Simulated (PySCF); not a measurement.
SMILES C#CCSC at its GFN2-xTB optimised geometry (Å):

```
11

C      2.2236     0.5890     2.1815
C      1.8607     0.0343     1.1841
C      1.3325    -0.5880     0.0000
S     -0.5069    -0.5880     0.0000
C     -0.7876     1.2030     0.0000
H      2.5848     1.0530     3.0501
H      1.6196    -1.6388    -0.0488
H      1.6678    -0.0689    -0.9006
H     -1.8607     1.3524     0.0533
H     -0.3959     1.6354    -0.9174
H     -0.3024     1.6388     0.8691
```

Computed with CAM-B3LYP/def2-TZVP (PySCF). Cells within 0.4 Å of a nucleus heavier than hydrogen are left out (blank, or x).

Map of the deformation density (molecule minus spherical neutral atoms) (e/bohr³) on the plane z = 1.5 Å:

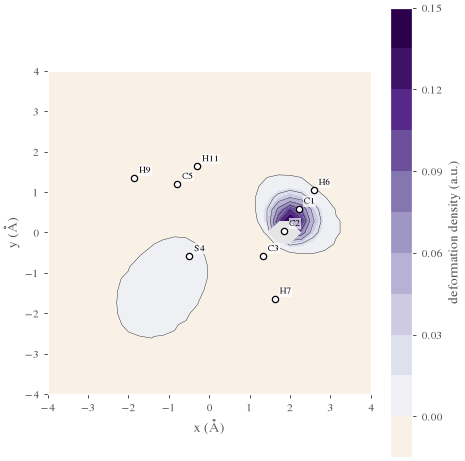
Fig. 1. Deformation density (molecule minus spherical neutral atoms) (e/bohr³) on the plane z = 1.5 Å.
